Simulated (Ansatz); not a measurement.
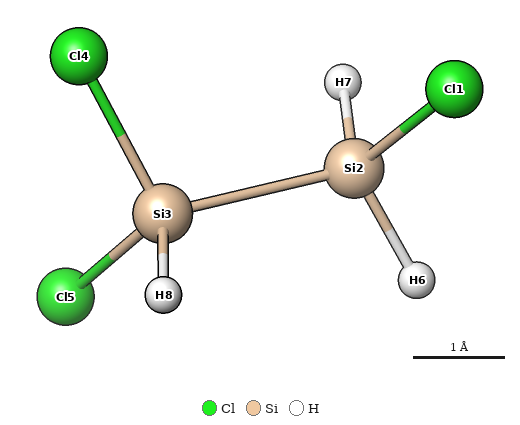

The input geometry of run 1 (ball-and-stick view, seen at a tilt; atoms are numbered from 1 in the order of the input).

## Si2H3Cl3: one change and its effect

System: Si2H3Cl3.
Method of run 1: RKS wB97M-V/def2-SVP (Ansatz 0.2.0).

The geometry comes from this level: PBE0-D4/def2-TZVP. Text and figures count atoms from 1; the logs count them from 0 in places.

### Input, run 1
```yaml
crystal:
  periodic: [false, false, false]
  atoms:
    - {symbol: Cl, position_ang: [-0.458726, 0.128409, 2.609592]}
    - {symbol: Si, position_ang: [-0.094290, 0.920778, 0.747297]}
    - {symbol: Si, position_ang: [0.244634, -0.847419, -0.744068]}
    - {symbol: Cl, position_ang: [-1.463117, -1.970546, -0.847971]}
    - {symbol: Cl, position_ang: [0.656667, -0.037564, -2.583772]}
    - {symbol: H, position_ang: [1.114063, 1.777978, 0.825061]}
    - {symbol: H, position_ang: [-1.266758, 1.723236, 0.324478]}
    - {symbol: H, position_ang: [1.359629, -1.751973, -0.386418]}
basis:
  gaussian: {orbitals: def2-SVP}
hamiltonian: {xc: {name: wB97M-V}}
output: {orbitals: {seedname: orbitals}}
```

Hardware: 4 CPU threads, shared host.

### Output (run 1)
```
Functional definition: wB97M-V
  parameter omega = 0.3/bohr
  parameter cx = 0.15
  parameter cx01 = 1.007
  parameter cx10 = 0.259
  parameter css00 = 0.443
  parameter css04 = -1.437
  parameter css10 = -4.535
  parameter css20 = -3.390
  parameter css43 = 4.278
  parameter cos00 = 1.000
  parameter cos10 = 1.358
  parameter cos20 = 2.924
  parameter cos21 = -8.812
  parameter cos60 = -1.390
  parameter cos61 = 9.142
  parameter b = 6.0
  parameter c = 0.01
  gx(w, u) = 1 - cx + cx01*u + cx10*w
  gss(w, u) = css00 + css04*u^4 + css10*w + css20*w^2 + css43*w^4*u^3
  gos(w, u) = cos00 + cos10*w + (cos20 + cos21*u)*w^2 + (cos60 + cos61*u)*w^6
  exchange = spin_sum(e_x_unif_sr(omega)*gx(b97_w, b97_u_x)) + cx*exact_x_sr(omega) + exact_x_lr(omega)
  correlation = spin_sum(e_c_pw_mod_same_spin*gss(b97_w, b97_u_same))
      + integral(e_c_pw_mod_opposite_spin*gos(b97_w_opposite, b97_u_opposite)) + vv10(b, c)
963 factors; integrals over basis functions are off by at most 1.1e-3 eV
303 factors; integrals over basis functions are off by at most 5.2e-6 eV
mean field evaluation 1: about -53355.2305 eV, gradient 1.9e1 eV
mean field evaluation 2: about -53355.7512 eV, gradient 1.4e1 eV
mean field evaluation 4: about -53356.2938 eV, gradient 2.2e-1 eV
mean field evaluation 8: about -53356.3292 eV, gradient 4.9e-3 eV
mean field -53356.32919268 eV, -1960.8089316119 hartree, gradient 2.3e-5 eV, S^2 0.000000; 0 other end points of the search recorded, 0 dependent functions left out
reference -53356.32922990 eV, -1960.8089329798 hartree; 41, 41 occupied and 64, 64 virtual orbitals, 963 factors
Total energy: -53356.32922990 eV, -1960.8089329798 hartree
```

Run 2 used a changed input.

### The two runs side by side

```tsv
quantity	run 1	run 2
outcome	converged	converged
total energy (hartree)	−1960.808933	−1961.549303
HOMO (eV)	−10.14	−10.30
LUMO (eV)	1.11	0.56
basis functions	105	440
wall time (shared host)	2.2 s	12 s
```

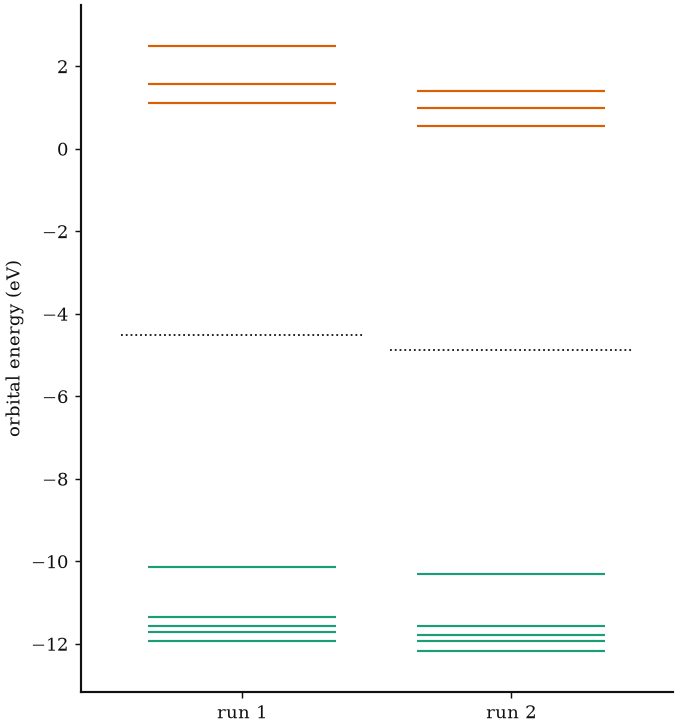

The five highest filled and three lowest empty orbital energies of the two runs; the dotted lines part filled from empty levels. The HOMO–LUMO gap is 11.25 eV in run 1 and 10.87 eV in run 2.

What was changed in the input?

The change (lines with − go, lines with + come):
```diff
-  gaussian: {orbitals: def2-SVP}
+  gaussian: {orbitals: "def2-QZVPP.json"}
```

The total energy of run 2 is 464.6 kcal/mol lower, which measures the change of basis and not a stability. The HOMO goes from −10.14 to −10.30 eV. The LUMO goes from 1.11 to 0.56 eV. The basis functions go from 105 to 440.

### Output (run 2)
```
Functional definition: wB97M-V
  parameter omega = 0.3/bohr
  parameter cx = 0.15
  parameter cx01 = 1.007
  parameter cx10 = 0.259
  parameter css00 = 0.443
  parameter css04 = -1.437
  parameter css10 = -4.535
  parameter css20 = -3.390
  parameter css43 = 4.278
  parameter cos00 = 1.000
  parameter cos10 = 1.358
  parameter cos20 = 2.924
  parameter cos21 = -8.812
  parameter cos60 = -1.390
  parameter cos61 = 9.142
  parameter b = 6.0
  parameter c = 0.01
  gx(w, u) = 1 - cx + cx01*u + cx10*w
  gss(w, u) = css00 + css04*u^4 + css10*w + css20*w^2 + css43*w^4*u^3
  gos(w, u) = cos00 + cos10*w + (cos20 + cos21*u)*w^2 + (cos60 + cos61*u)*w^6
  exchange = spin_sum(e_x_unif_sr(omega)*gx(b97_w, b97_u_x)) + cx*exact_x_sr(omega) + exact_x_lr(omega)
  correlation = spin_sum(e_c_pw_mod_same_spin*gss(b97_w, b97_u_same))
      + integral(e_c_pw_mod_opposite_spin*gos(b97_w_opposite, b97_u_opposite)) + vv10(b, c)
1954 factors; their error is unknown
332 factors; integrals over basis functions are off by at most 2.5e-5 eV
mean field evaluation 1: about -53375.5879 eV, gradient 1.7e1 eV
mean field evaluation 2: about -53376.1070 eV, gradient 1.3e1 eV
mean field evaluation 4: about -53376.4422 eV, gradient 5.6e-1 eV
mean field evaluation 8: about -53376.4756 eV, gradient 1.9e-1 eV
mean field evaluation 16: about -53376.4757 eV, gradient 1.5e-5 eV
mean field -53376.47566017 eV, -1961.5493006367 hartree, gradient 1.5e-5 eV, S^2 0.000000; 0 other end points of the search recorded, 0 dependent functions left out
reference -53376.47572206 eV, -1961.5493029110 hartree; 41, 41 occupied and 399, 399 virtual orbitals, 1954 factors
Total energy: -53376.47572206 eV, -1961.5493029110 hartree
```
